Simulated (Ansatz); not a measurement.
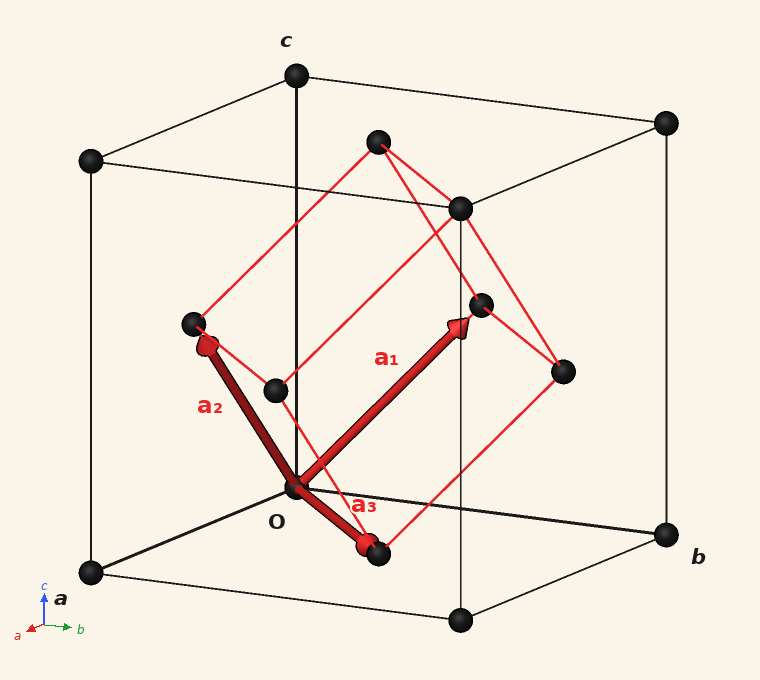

The conventional cell (thin) and a primitive cell (coloured, vectors a₁, a₂, a₃), with the lattice points alone. Crystal: MnCl3, the geometry relaxed with DFT PBE, scalar-relativistic, plane waves, PAW (Ansatz); the starting structure was generated, so it need not be a known form of this composition. Symmetry computed with spglib at a tolerance of 0.002 Å; standard conventional cell.

a = 6.825 Å, b = 6.825 Å, c = 6.825 Å, α = 90.00°, β = 90.00°, γ = 90.00°.

### What is the centring, and how are the primitive vectors built?

F, face-centred cubic, with lattice points at (0, 0, 0), (1/2, 1/2, 0), (1/2, 0, 1/2), (0, 1/2, 1/2). a₁ = 1/2 b + 1/2 c; a₂ = 1/2 a + 1/2 c; a₃ = 1/2 a + 1/2 b.

### Give the primitive cell's size and content.

Edges 4.826, 4.826, 4.826 Å; angles 60.00°, 60.00°, 60.00°; volume 79.48 Å³, 1/4 of the conventional cell; 4 of its 16 atoms.
